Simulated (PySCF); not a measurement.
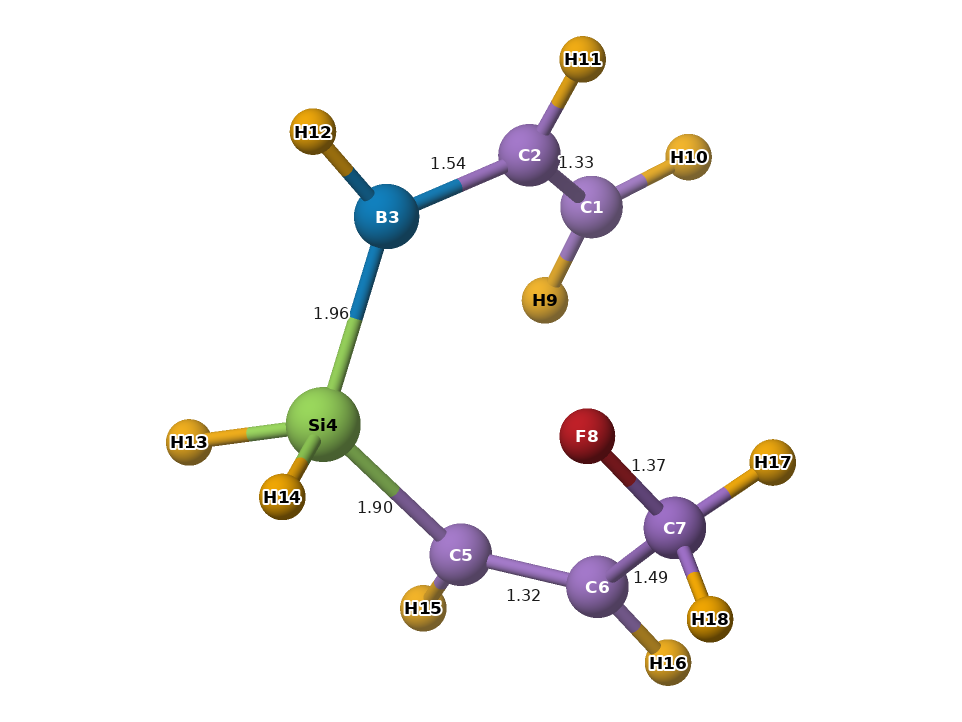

Bond lengths are marked in Å; every bond is drawn as one stick. Computed geometry: GFN2-xTB optimisation. No frequency run is at hand to confirm it as a minimum.

### Assign a bond order to each marked bond.

C1–C2 double; C2–B3 single; B3–Si4 single; Si4–C5 single; C5–C6 double; C6–C7 single; C7–F8 single.

### Give the structure as SMILES.

C=CB[SiH2]/C=C\CF
